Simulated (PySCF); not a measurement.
# NMR shielding calculation of C$_{3}$F$_{4}$O$_{2}$

C$_{3}$F$_{4}$O$_{2}$, SMILES O=C(F)C(F)(F)C(=O)F, computed with GIAO PBE0/pcSseg-1 NMR shielding, non-relativistic, gas phase (PySCF 2.14.0).

The geometry comes from this level: GFN2-xTB, MD frame at 800 fs, 400 K. It belongs to a series of runs on one base structure; here: MD frame at 800 fs, 400 K. Figures and captions count atoms from 1; the log counts them from 0 in places.

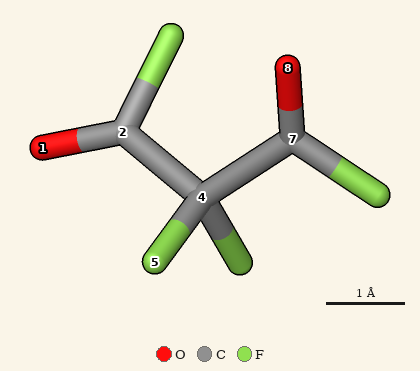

**Figure 1.** The structure (stick view, seen at a tilt; atoms are numbered from 1 in the order of the input). Bond lengths as drawn: C–C 1.59 to 1.61 Å, C–F 1.30 to 1.40 Å and C–O 1.16 to 1.20 Å.

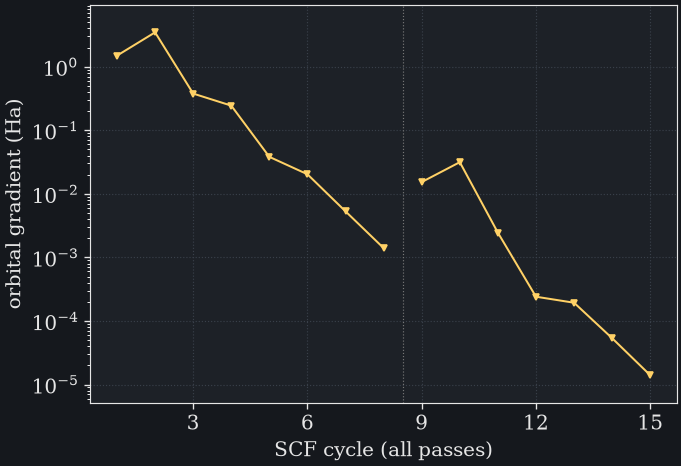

**Figure 2.** Convergence of the self-consistent field: orbital gradient against the SCF cycle. The dotted line marks the change from a coarse to the final integration grid. The first 8 cycles use a coarse grid, the final grid takes over at cycle 9, and the field converges after 15 cycles in all.

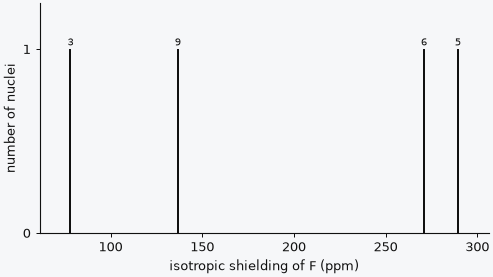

**Figure 3.** Isotropic shieldings of the fluorine nuclei in this fixed geometry, labelled by atom number; shielding grows to the right, so chemical shift grows to the left. The least shielded is F3 (78.1 ppm), the most shielded F5 (289.4 ppm).

The input and output of the run follow.

## Input
```
{"job": {"kind": "nmr", "xc": "PBE0", "basis": "pcSseg-1", "pop": false}, "charge": 0, "multiplicity": 1}
O     -2.817200     0.015100     1.062100
C     -1.747700     0.048300     0.529300
F     -1.701300     0.195300    -0.865700
C     -0.232900    -0.127400     0.995600
F     -0.030100     0.355900     2.181200
F     -0.200100    -1.445600     1.261200
C      0.956300     0.314800    -0.001200
O      1.102200     1.308700    -0.583100
F      1.895200    -0.623600     0.075100
```

The first line tells a small driver script what to run in PySCF; the rest is the geometry in Å.

Launched with:
```bash
OMP_NUM_THREADS=1 python <driver script> task.json out
```

## What the program printed
```
coarse grid: 9776 points
cycle   1  E = -662.8773266201  dE =  1.834e+00  |g| = 1.491e+00  |ddm| = 2.831e+00
cycle   2  E = -661.1607712386  dE =  1.717e+00  |g| = 3.466e+00  |ddm| = 2.803e+00
cycle   3  E = -663.2637869750  dE = -2.103e+00  |g| = 3.770e-01  |ddm| = 2.168e+00
cycle   4  E = -663.2776191298  dE = -1.383e-02  |g| = 2.437e-01  |ddm| = 3.316e-01
cycle   5  E = -663.2870672070  dE = -9.448e-03  |g| = 3.810e-02  |ddm| = 1.288e-01
cycle   6  E = -663.2872591092  dE = -1.919e-04  |g| = 2.028e-02  |ddm| = 3.089e-02
cycle   7  E = -663.2873271187  dE = -6.801e-05  |g| = 5.294e-03  |ddm| = 1.242e-02
cycle   8  E = -663.2873317421  dE = -4.623e-06  |g| = 1.399e-03  |ddm| = 3.481e-03
final grid: 102456 points
cycle   9  E = -663.3874401617  dE = -1.328e-05  |g| = 1.530e-02  |ddm| = 2.007e-02
cycle  10  E = -663.3873052674  dE =  1.349e-04  |g| = 3.145e-02  |ddm| = 2.408e-02
cycle  11  E = -663.3874797240  dE = -1.745e-04  |g| = 2.444e-03  |ddm| = 1.685e-02
cycle  12  E = -663.3874806647  dE = -9.407e-07  |g| = 2.404e-04  |ddm| = 1.378e-03
cycle  13  E = -663.3874806688  dE = -4.111e-09  |g| = 1.934e-04  |ddm| = 2.253e-04
cycle  14  E = -663.3874806747  dE = -5.908e-09  |g| = 5.344e-05  |ddm| = 1.238e-04
cycle  15  E = -663.3874806752  dE = -4.793e-10  |g| = 1.399e-05  |ddm| = 3.593e-05
converged SCF energy = -663.3874806752

GIAO shielding tensors (ppm)
atom      isotropic    diamagn.    paramagn.     s11        s22        s33       span
  0 O     -131.930     395.618    -527.548   -347.797   -286.849    238.856    586.652
  1 C       22.028     249.769    -227.741   -100.465     40.189    126.361    226.826
  2 F       78.135     477.120    -398.985   -186.967    159.677    261.696    448.664
  3 C       73.173     239.446    -166.272     59.425     76.623     83.473     24.048
  4 F      289.400     467.638    -178.238    220.037    309.029    339.134    119.097
  5 F      270.899     471.061    -200.162    177.109    303.028    332.558    155.449
  6 C       31.993     249.178    -217.185    -84.435     50.679    129.736    214.171
  7 O     -106.392     398.662    -505.054   -342.026   -242.598    265.450    607.476
  8 F      136.666     473.640    -336.974    -99.419    233.811    275.607    375.026
```

## Results in brief

- outcome: converged
- total energy: −663.387481 hartree
- HOMO: −10.07 eV
- LUMO: −2.49 eV
- dipole moment: 0.94 D
- isotropic shielding, O: −131.9 to −106.4 ppm
- isotropic shielding, C: 22.0 to 73.2 ppm
- isotropic shielding, F: 78.1 to 289.4 ppm
- hardware: 1 CPU thread, shared host
- wall time: 42 s
- peak memory: 0.79 GiB
